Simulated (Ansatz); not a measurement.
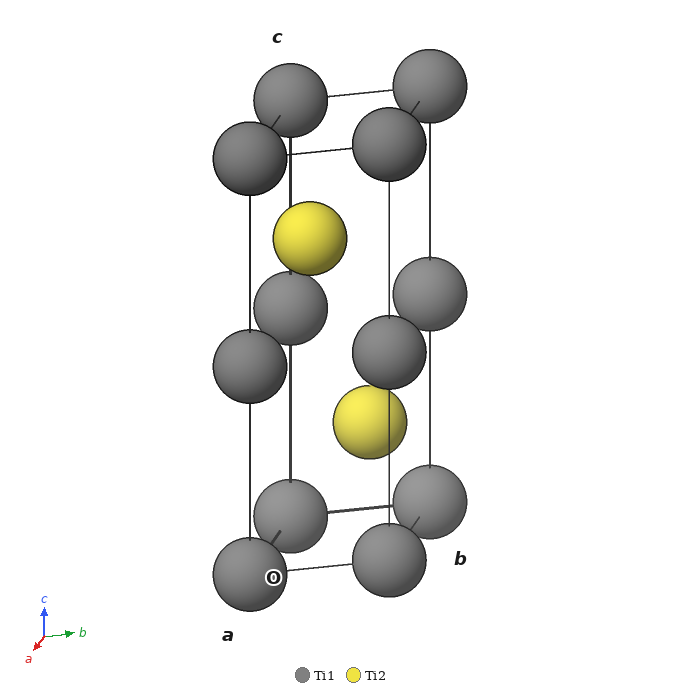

Crystal: Ti, the input geometry of an electronic-structure calculation (not necessarily at equilibrium); the starting structure was generated, so it need not be a known form of this composition. One unit cell; atoms that symmetry makes equivalent share a colour (atoms on faces, edges and corners are repeated). The drawing is computed from the coordinates (standard cell, symmetry found to 0.002 Å).

a = 2.857 Å, b = 2.857 Å, c = 9.156 Å, α = 90.00°, β = 90.00°, γ = 120.00°; space group No. 194, P6₃/mmc.

One atom of each site: Ti1 (0, 0, 0); Ti2 (1/3, 2/3, 1/4).

Give the multiplicity, Wyckoff letter and site symmetry of each site.

```json
{"site": "Ti1", "Wyckoff": "2a", "symmetry": "-3m."}
{"site": "Ti2", "Wyckoff": "2c", "symmetry": "-6m2"}
```

How many free positional parameters does the structure have?

0: Ti1 0, Ti2 0.
